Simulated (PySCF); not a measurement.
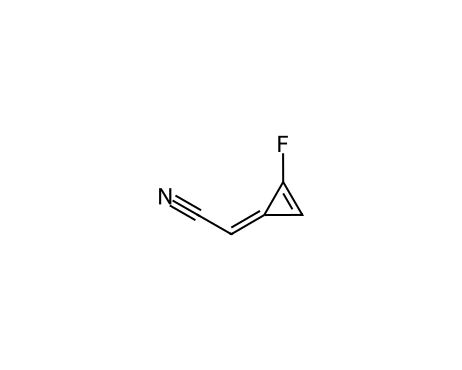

2D structure.

> Give its SMILES.

N#C/C=C1C=C/1F

> What is the molecular formula?

C5H2FN.

> An optimisation with GFN2-xTB gave a structure of which point group?

Cs.

More results for the same structure follow; atom numbers are the same in all pictures, views and colours differ. The geometry was computed by an optimisation with GFN2-xTB. No frequency run is at hand to confirm it as a minimum.

## Shape

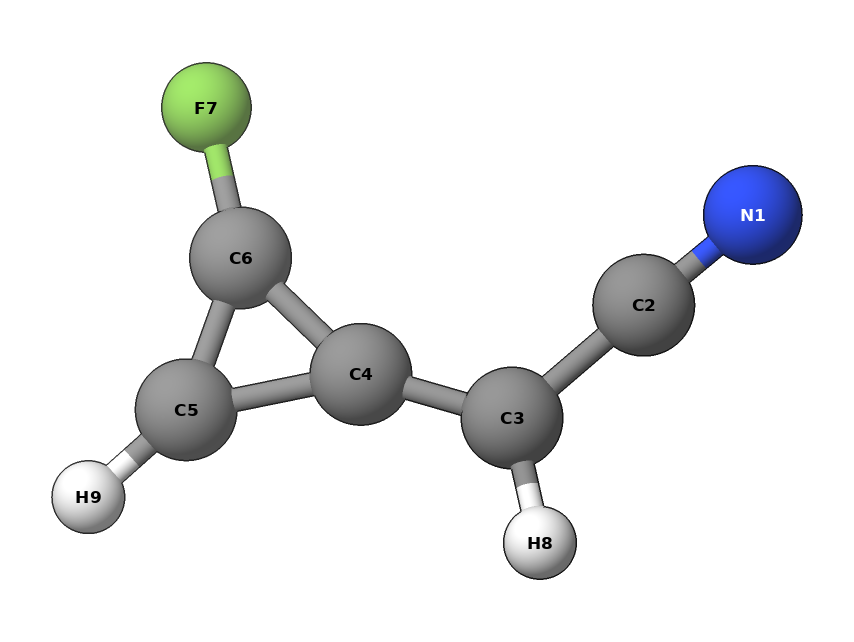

No frequency run is at hand to confirm it as a minimum.

List the bonds and their lengths.

```
 bond  length (Å)   order
N1–C2       1.147  triple
C2–C3       1.406  single
C3–C4       1.325  double
C3–H8       1.081  single
C4–C5       1.464  single
C4–C6       1.430  single
C5–C6       1.325  double
C5–H9       1.063  single
C6–F7       1.304  single
```

## Electronic properties

No frequency run is at hand to confirm it as a minimum. Method: PBE0/def2-SVPD, gas phase (PySCF 2.14.0). Excitations: vertical, linear response.

> Estimate the lowest vertical singlet excitation.

4.78 eV.

> Estimate the dipole moment.

6.44 D.

> Give the brightest of the 6 lowest singlets at this level.

6.30 eV.

> Estimate the HOMO energy (Kohn–Sham orbital).

−7.08 eV.

## Polarisability

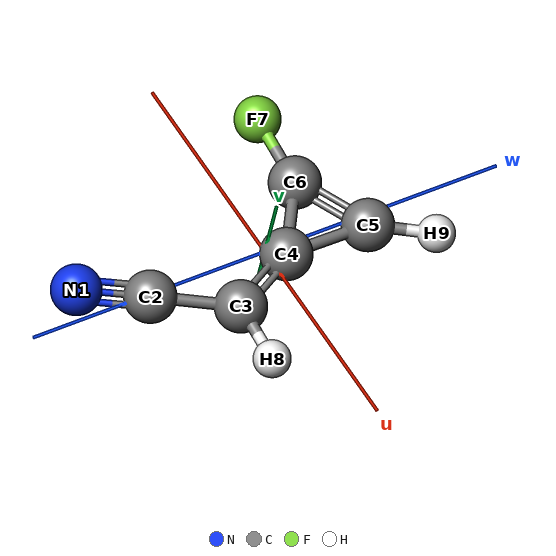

The lines u, v and w are the principal axes of the static dipole polarisability. No frequency run is at hand to confirm it as a minimum. Method: PBE0/def2-SVPD (PySCF 2.14.0).

> Along which axis is the molecule most polarisable, and along which least?

Most along w (in the molecular plane, nearly parallel to the C4–C5 bond), least along v (normal to the molecular plane).

> Give the three principal values.

u 57.3, v 37.0, w 94.4 bohr³; mean 62.9, anisotropy 50.4 bohr³.

## Quadrupole coupling

No frequency run is at hand to confirm it as a minimum. Electric field gradients from the ground-state density, PBE0/pcSseg-1 (PySCF 2.14.0), non-relativistic apart from any core potentials.

Give the largest field-gradient component, the quadrupole coupling constant and the asymmetry for 14N at N1 (Q = 20.44 mb).

| atom | V_zz (a.u.) | e²qQ/h (MHz) | η |
| --- | --- | --- | --- |
| N1 | −0.919 | −4.42 | 0.30 |
